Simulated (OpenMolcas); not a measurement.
Excited-state calculation of Si3H8 (part 3 of 4)

Continued. System: Si3H8. Method: CASPT2/ANO-R1, sfX2C (OpenMolcas 26.06). The geometry comes from this level: PBE0-D4/def2-TZVP.

Geometry of the input (Å):
```
Si -1.2926  1.3667  -0.5253
Si -0.4626  -0.8073  -0.2963
Si 1.6319  -0.7744  0.7428
H  -2.6258  1.3677  -1.1851
H  -0.3540  2.1804  -1.3441
H  -1.4225  2.0001  0.8146
H  -0.3434  -1.4402  -1.6402
H  -1.4104  -1.6208  0.5164
H  1.5159  -0.1549  2.0904
H  2.5838  0.0318  -0.0680
H  2.1796  -2.1492  0.8948
```

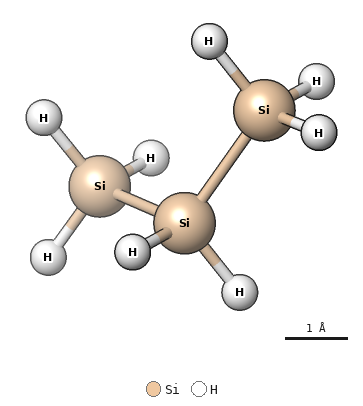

The structure (ball-and-stick view, seen at a tilt).

### Log, continued
```
  FINAL CASPT2 RESULT:

      Reference energy:        -873.3310831160
      E2 (Non-variational):      -0.3729734771
      Shift correction:          -0.0026470385
      E2 (Variational):          -0.3756205156
      Total energy:            -873.7067036316
      Residual norm:              0.0000002503
      Reference weight:           0.88052

      Contributions to the CASPT2 correlation energy
      Active & Virtual Only:         -0.0855761175
      One Inactive Excited:          -0.0836192197
      Two Inactive Excited:          -0.2037781399

++ Denominators, etc.
--------------------------------------------------------------------------------------------------------------
 Report on small energy denominators, large coefficients, and large energy contributions.
CASE  SYMM ACTIVE-MIX  NON-ACTIVE INDICES          DENOMINATOR     RHS VALUE       COEFFICIENT     CONTRIBUTION
--

   (Skipping property calculation,
    use PROP keyword to activate)
--

++ CASPT2 computation for group   2

********************************************************************************
 Multi-State initialization phase begins for group   2
--------------------------------------------------------------------------------
********************************************************************************
 Compute H0 matrices for state    2
--------------------------------------------------------------------------------
--------------------------------------------------------------------------------
 H0 matrices have been computed.

********************************************************************************
  CASPT2 EQUATION SOLUTION
--------------------------------------------------------------------------------

  Total nr of CASPT2 parameters:
   Before reduction:     1572926
   After  reduction:     1571250

 Variance of |WF0>:       1.8980920262

 The contributions to the second order correlation energy in atomic units.
-----------------------------------------------------------------------------------------------------------------------------
  IT.      VJTU        VJTI        ATVX        AIVX        VJAI        BVAT        BJAT        BJAI        TOTAL       RNORM
-----------------------------------------------------------------------------------------------------------------------------
   1    -0.002975   -0.001823   -0.031106   -0.025253   -0.021227   -0.061390   -0.061995   -0.182382   -0.388151    0.015085
   2    -0.003091   -0.001881   -0.031740   -0.025743   -0.021417   -0.061852   -0.062282   -0.182772   -0.390777    0.002958
   3    -0.003100   -0.001883   -0.031727   -0.025745   -0.021417   -0.061852   -0.062247   -0.182723   -0.390694    0.000730
   4    -0.003102   -0.001883   -0.031708   -0.025733   -0.021409   -0.061831   -0.062231   -0.182701   -0.390598    0.000180
   5    -0.003102   -0.001883   -0.031708   -0.025734   -0.021409   -0.061832   -0.062233   -0.182704   -0.390605    0.000059
   6    -0.003102   -0.001883   -0.031709   -0.025735   -0.021409   -0.061833   -0.062235   -0.182706   -0.390612    0.000017
   7    -0.003102   -0.001883   -0.031709   -0.025735   -0.021409   -0.061833   -0.062234   -0.182706   -0.390611    0.000005
   8    -0.003102   -0.001883   -0.031709   -0.025735   -0.021409   -0.061833   -0.062234   -0.182705   -0.390610    0.000001
-----------------------------------------------------------------------------------------------------------------------------

  FINAL CASPT2 RESULT:

      Reference energy:        -873.0302630026
      E2 (Non-variational):      -0.3906103266
      Shift correction:          -0.0047356150
      E2 (Variational):          -0.3953459416
      Total energy:            -873.4256089443
      Residual norm:              0.0000003318
      Reference weight:           0.85972

      Contributions to the CASPT2 correlation energy
      Active & Virtual Only:         -0.0935420741
      One Inactive Excited:          -0.0910709549
      Two Inactive Excited:          -0.2059972976

++ Denominators, etc.
--------------------------------------------------------------------------------------------------------------
 Report on small energy denominators, large coefficients, and large energy contributions.
CASE  SYMM ACTIVE-MIX  NON-ACTIVE INDICES          DENOMINATOR     RHS VALUE       COEFFICIENT     CONTRIBUTION
VJTU     1  Mu1.0001  In1.017                       0.27289449     -0.01010224      0.02557249     -0.00025834
VJTU     1  Mu1.0001  In1.018                       0.20585231     -0.00027467      0.00046720     -0.00000013
VJTU     1  Mu1.0001  In1.019                       0.10256199     -0.00088992      0.00183594     -0.00000163
VJTU     1  Mu1.0002  In1.019                       0.26911584     -0.00153504      0.00507191     -0.00000779
VJTU     1  Mu1.0001  In1.020                       0.09715092      0.00072759     -0.00140412     -0.00000102
VJTU     1  Mu1.0002  In1.020                       0.26370477     -0.00052994     -0.00057382      0.00000030
ATVX     1  Mu1.0001  Se1.031                       0.01605299      0.00524080     -0.00222733     -0.00001167
ATVX     1  Mu1.0002  Se1.031                       0.14814048     -0.00006345     -0.00014768      0.00000001
ATVX     1  Mu1.0001  Se1.032                       0.02637951      0.00440009     -0.00299841     -0.00001319
ATVX     1  Mu1.0002  Se1.032                       0.15846700     -0.00001873     -0.00013248      0.00000000
ATVX     1  Mu1.0001  Se1.033                       0.05264972      0.00121381     -0.00133275     -0.00000162
ATVX     1  Mu1.0002  Se1.033                       0.18473721     -0.00493653      0.01273933     -0.00006289
ATVX     1  Mu1.0001  Se1.034                       0.08653746      0.00363756     -0.00735431     -0.00002675
ATVX     1  Mu1.0002  Se1.034                       0.21862495     -0.00007501      0.00072606     -0.00000005
ATVX     1  Mu1.0001  Se1.035                       0.10464886     -0.00109525      0.00288398     -0.00000316
ATVX     1  Mu1.0002  Se1.035                       0.23673635      0.00390097     -0.00927377     -0.00003618
ATVX     1  Mu1.0001  Se1.036                       0.12262449      0.00385207     -0.00891692     -0.00003435
ATVX     1  Mu1.0002  Se1.036                       0.25471198     -0.00218632      0.00464798     -0.00001016
ATVX     1  Mu1.0001  Se1.037                       0.13353251      0.00905188     -0.02115542     -0.00019150
ATVX     1  Mu1.0002  Se1.037                       0.26562000      0.00204968     -0.00497394     -0.00001019
ATVX     1  Mu1.0001  Se1.038                       0.16185179     -0.00355444      0.00851632     -0.00003027
ATVX     1  Mu1.0002  Se1.038                       0.29393928      0.00187997     -0.00478322     -0.00000899
ATVX     1  Mu1.0001  Se1.039                       0.17056243     -0.00257200      0.00632342     -0.00001626
ATVX     1  Mu1.0001  Se1.040                       0.18836120      0.00044442     -0.00108702     -0.00000048
ATVX     1  Mu1.0001  Se1.041                       0.20278383     -0.00051198      0.00127541     -0.00000065
ATVX     1  Mu1.0001  Se1.042                       0.21500380      0.00477909     -0.01229986     -0.00005878
ATVX     1  Mu1.0001  Se1.043                       0.23912373     -0.00298873      0.00751643     -0.00002246
ATVX     1  Mu1.0001  Se1.044                       0.25854862     -0.00102274      0.00216926     -0.00000222
ATVX     1  Mu1.0001  Se1.045                       0.26395040      0.00415540     -0.01090475     -0.00004531
ATVX     1  Mu1.0001  Se1.046                       0.27923256      0.00242645     -0.00579175     -0.00001405
AIVX     1  Mu1.0001  In1.019 Se1.031               0.29443858      0.00290412     -0.00675671     -0.00001962
AIVX     1  Mu1.0001  In1.020 Se1.031               0.28902751     -0.00288599      0.00683633     -0.00001973
AIVX     1  Mu1.0001  In1.020 Se1.032               0.29935403     -0.00171878      0.00425952     -0.00000732
--

   (Skipping property calculation,
    use PROP keyword to activate)
--

++ CASPT2 computation for group   3

********************************************************************************
 Multi-State initialization phase begins for group   3
--------------------------------------------------------------------------------
********************************************************************************
 Compute H0 matrices for state    3
--------------------------------------------------------------------------------
--------------------------------------------------------------------------------
 H0 matrices have been computed.

********************************************************************************
  CASPT2 EQUATION SOLUTION
--------------------------------------------------------------------------------

  Total nr of CASPT2 parameters:
   Before reduction:     1572926
   After  reduction:     1571250

 Variance of |WF0>:       1.8920899693

 The contributions to the second order correlation energy in atomic units.
-----------------------------------------------------------------------------------------------------------------------------
  IT.      VJTU        VJTI        ATVX        AIVX        VJAI        BVAT        BJAT        BJAI        TOTAL       RNORM
-----------------------------------------------------------------------------------------------------------------------------
   1    -0.003437   -0.001337   -0.029701   -0.023999   -0.021407   -0.061344   -0.062205   -0.182430   -0.385859    0.014355
   2    -0.003561   -0.001389   -0.030264   -0.024419   -0.021599   -0.061790   -0.062474   -0.182811   -0.388306    0.002783
   3    -0.003563   -0.001391   -0.030257   -0.024417   -0.021601   -0.061793   -0.062443   -0.182768   -0.388234    0.000643
   4    -0.003564   -0.001392   -0.030241   -0.024406   -0.021594   -0.061775   -0.062430   -0.182749   -0.388150    0.000153
   5    -0.003564   -0.001392   -0.030241   -0.024406   -0.021594   -0.061774   -0.062431   -0.182750   -0.388153    0.000039
   6    -0.003565   -0.001392   -0.030242   -0.024406   -0.021594   -0.061775   -0.062432   -0.182752   -0.388157    0.000010
   7    -0.003565   -0.001392   -0.030242   -0.024407   -0.021594   -0.061775   -0.062432   -0.182752   -0.388157    0.000003
-----------------------------------------------------------------------------------------------------------------------------

  FINAL CASPT2 RESULT:

      Reference energy:        -873.0064661710
      E2 (Non-variational):      -0.3881569395
      Shift correction:          -0.0042526256
      E2 (Variational):          -0.3924095651
      Total energy:            -873.3988757361
      Residual norm:              0.0000006940
      Reference weight:           0.86283

      Contributions to the CASPT2 correlation energy
      Active & Virtual Only:         -0.0920167143
      One Inactive Excited:          -0.0904028935
      Two Inactive Excited:          -0.2057373317

++ Denominators, etc.
--------------------------------------------------------------------------------------------------------------
 Report on small energy denominators, large coefficients, and large energy contributions.
CASE  SYMM ACTIVE-MIX  NON-ACTIVE INDICES          DENOMINATOR     RHS VALUE       COEFFICIENT     CONTRIBUTION
VJTU     1  Mu1.0001  In1.016                       0.27033033      0.01106626     -0.02777309     -0.00030734
VJTU     1  Mu1.0001  In1.017                       0.23799481     -0.00026321      0.00058198     -0.00000015
VJTU     1  Mu1.0001  In1.018                       0.17914410     -0.00245839      0.00605284     -0.00001488
VJTU     1  Mu1.0001  In1.019                       0.06691947     -0.00026680      0.00036907     -0.00000010
VJTU     1  Mu1.0002  In1.019                       0.26133077      0.00002507     -0.00042205     -0.00000001
VJTU     1  Mu1.0001  In1.020                       0.06104517      0.00318601     -0.00466370     -0.00001486
VJTU     1  Mu1.0002  In1.020                       0.25545647      0.00237723     -0.00702398     -0.00001670
ATVX     1  Mu1.0001  Se1.031                       0.03676655      0.00256716     -0.00189573     -0.00000487
ATVX     1  Mu1.0002  Se1.031                       0.09508780      0.00023941     -0.00038932     -0.00000009
ATVX     1  Mu1.0003  Se1.031                       0.29096622      0.00102875     -0.00322680     -0.00000332
ATVX     1  Mu1.0001  Se1.032                       0.05093510      0.00037802     -0.00072151     -0.00000027
ATVX     1  Mu1.0002  Se1.032                       0.10925635     -0.00104322      0.00218586     -0.00000228
ATVX     1  Mu1.0001  Se1.033                       0.07991702     -0.00078009      0.00147094     -0.00000115
ATVX     1  Mu1.0002  Se1.033                       0.13823828      0.00802796     -0.01917686     -0.00015395
ATVX     1  Mu1.0001  Se1.034                       0.11038640      0.00044524     -0.00101272     -0.00000045
ATVX     1  Mu1.0002  Se1.034                       0.16870765     -0.00418795      0.01019795     -0.00004271
ATVX     1  Mu1.0001  Se1.035                       0.12405135     -0.00224917      0.00494360     -0.00001112
ATVX     1  Mu1.0002  Se1.035                       0.18237260      0.00086164     -0.00193228     -0.00000166
ATVX     1  Mu1.0001  Se1.036                       0.14109930     -0.00098549      0.00214492     -0.00000211
ATVX     1  Mu1.0002  Se1.036                       0.19942055      0.00164852     -0.00416793     -0.00000687
ATVX     1  Mu1.0001  Se1.037                       0.16002586     -0.00374854      0.00897228     -0.00003363
ATVX     1  Mu1.0002  Se1.037                       0.21834711     -0.00080112      0.00203688     -0.00000163
ATVX     1  Mu1.0001  Se1.038                       0.18736601      0.00099124     -0.00240306     -0.00000238
ATVX     1  Mu1.0002  Se1.038                       0.24568726     -0.00452428      0.01145059     -0.00005181
ATVX     1  Mu1.0001  Se1.039                       0.19144116      0.00049630     -0.00160749     -0.00000080
ATVX     1  Mu1.0002  Se1.039                       0.24976241      0.00472312     -0.01133670     -0.00005354
ATVX     1  Mu1.0001  Se1.040                       0.21305147      0.00013560     -0.00010054     -0.00000001
ATVX     1  Mu1.0002  Se1.040                       0.27137272     -0.00267277      0.00647263     -0.00001730
ATVX     1  Mu1.0001  Se1.041                       0.22625729     -0.00009625      0.00027654     -0.00000003
ATVX     1  Mu1.0002  Se1.041                       0.28457854      0.00091206     -0.00227995     -0.00000208
ATVX     1  Mu1.0001  Se1.042                       0.23814255     -0.00330646      0.00825760     -0.00002730
ATVX     1  Mu1.0002  Se1.042                       0.29646380     -0.00075672      0.00174216     -0.00000132
ATVX     1  Mu1.0001  Se1.043                       0.26659410      0.00410920     -0.00984603     -0.00004046
ATVX     1  Mu1.0001  Se1.044                       0.27882839     -0.00427426      0.01009285     -0.00004314
ATVX     1  Mu1.0001  Se1.045                       0.28749919      0.00342643     -0.00780198     -0.00002673
AIVX     1  Mu1.0001  In1.019 Se1.031               0.28966170      0.00002512     -0.00008006     -0.00000000
AIVX     1  Mu1.0001  In1.020 Se1.031               0.28378740     -0.00162154      0.00386547     -0.00000627
AIVX     1  Mu1.0001  In1.020 Se1.032               0.29795594     -0.00075352      0.00178567     -0.00000135
--

   (Skipping property calculation,
    use PROP keyword to activate)
--

  Total CASPT2 energies:
::    CASPT2 Root  1     Total energy:   -873.70670363
::    CASPT2 Root  2     Total energy:   -873.42560894
::    CASPT2 Root  3     Total energy:   -873.39887574

++ Multi-State CASPT2 section:
********************************************************************************
  MULTI-STATE CASPT2 SECTION
--------------------------------------------------------------------------------

  Output diagonal energies have been shifted. Add    873.00000000000000

  Effective Hamiltonian matrix (Symmetric):

                1               2               3
   1     -1746.70670363
   2         0.00032415  -1746.42560894
   3        -0.00122461      0.00075396  -1746.39887574

       Total MS-CASPT2 energies:
::    MS-CASPT2 Root  1     Total energy:   -873.70670888
::    MS-CASPT2 Root  2     Total energy:   -873.42562973
::    MS-CASPT2 Root  3     Total energy:   -873.39884969

       Eigenvectors:
            0.99999140      0.00127529     -0.00394667
           -0.00116383      0.99960397      0.02811668
            0.00398096     -0.02811184      0.99959686

--

  THE ORIGINAL CI ARRAYS ARE NOW MIXED AS LINEAR
  COMBINATIONS, GIVEN BY THE EIGENVECTORS.
  A NEW JOBIPH FILE NAMED 'JOBMIX' IS PREPARED.
********************************************************************************

++ Mixed CI coefficients:
  The CI coefficients for the MIXED state nr.   1
```
